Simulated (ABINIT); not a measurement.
Band structure of HfN (Fm-3m, 2 atoms in the cell).

```xyz
2
Lattice="0.0000 2.2600 2.2600 2.2600 0.0000 2.2600 2.2600 2.2600 0.0000" Properties=species:S:1:pos:R:3 pbc="T T T"
Hf     0.0000     0.0000     0.0000
N      2.2600     2.2600     2.2600
```

Computed with PBE, norm-conserving pseudopotentials (PseudoDojo nc-sr-05 PBE standard) (plane waves; ABINIT).

Settings: pseudos = [Hf.upf, N.upf]; ecut = 42 Ha; ixc = 11; occopt = 7; tsmear = 0.272 eV; ngkpt = 10 10 10; nshiftk = 1; shiftk = 0 0 0; potentials = PseudoDojo nc-sr-05 PBE standard; kptopt = 1; nstep = 60; tolvrs1 = 1e-11; ndtset = 2.

The starting cell has typed, rounded lattice constants, without a prior relaxation at this level. Spin-orbit coupling is off.

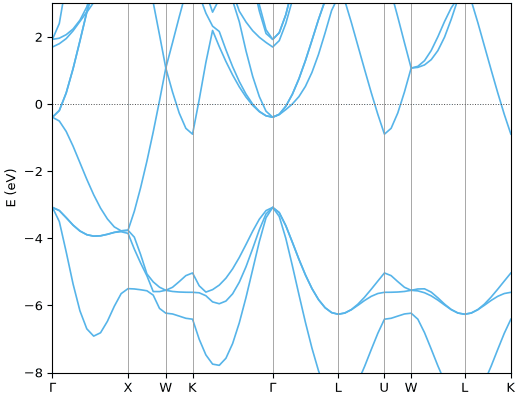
Figure: Bands along the path, energies from the Fermi level.

Levels in eV from the Fermi level, bands 5 to 12:
```csv
point,5,6,7,8,9,10,11,12
Γ,-17.56,-3.08,-3.08,-3.08,-0.39,-0.39,-0.39,1.70
X,-16.48,-5.50,-3.85,-3.76,-3.76,4.06,5.48,5.48
W,-15.86,-6.23,-5.55,-5.55,1.07,1.07,5.48,5.49
K,-15.91,-6.41,-5.61,-5.03,-0.90,3.81,4.41,5.96
L,-14.83,-8.95,-6.26,-6.26,3.19,3.65,3.65,4.38
U,-15.91,-6.41,-5.61,-5.03,-0.90,3.81,4.41,5.96
```

Bands cross the Fermi level along this path, so the cell is metallic at this level.
